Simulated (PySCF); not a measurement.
Consider C4H6ClF3Si (SMILES FC(F)(F)C[C@]1(Cl)C[SiH2]1).

```xyz
15

F     1.1754    1.9695    0.0454
C     1.8303    0.7963   -0.0298
F     2.8261    0.9848   -0.9157
F     2.4155    0.6094    1.1544
C     0.9214   -0.3408   -0.4606
C    -0.3140   -0.4590    0.4007
Cl    0.0848   -1.1295    2.0022
C    -1.5461   -1.1028   -0.2451
Si   -1.8201    0.7004    0.2429
H     1.5147   -1.2601   -0.4398
H     0.6272   -0.1310   -1.4911
H    -2.0065   -1.8914    0.3334
H    -1.4260   -1.3982   -1.2790
H    -1.7502    1.6937   -0.8099
H    -2.5368    0.9666    1.4700
```

Geometry: GFN2-xTB.

Theory: PBE0/pcSseg-1, SCF density, gas phase, non-relativistic (PySCF 2.14.0).

Q: What will maps of the electron density and electron localisation function show?

A: C–F (1.35 Å): the density is about 2.3 e/Å³ at the midpoint, with its minimum of 1.9 e/Å³ about 0.5 Å from C; the ELF peaks at about 0.85 between the atoms, as expected for a shared but strongly polarised pair.
C–C (1.51 Å): ρ is about 1.7 e/Å³ halfway; the ELF peaks at about 0.95 between the atoms; a covalent bond.

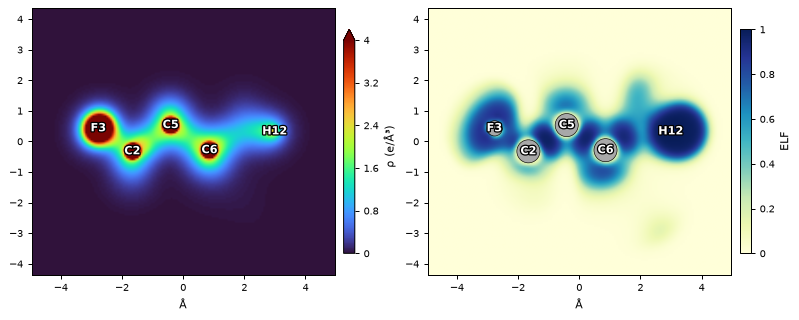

Computed electron density and electron localisation function on the plane of atoms C2, C5 and C6, in this order. Grey discs cover the atomic cores in the ELF map. 
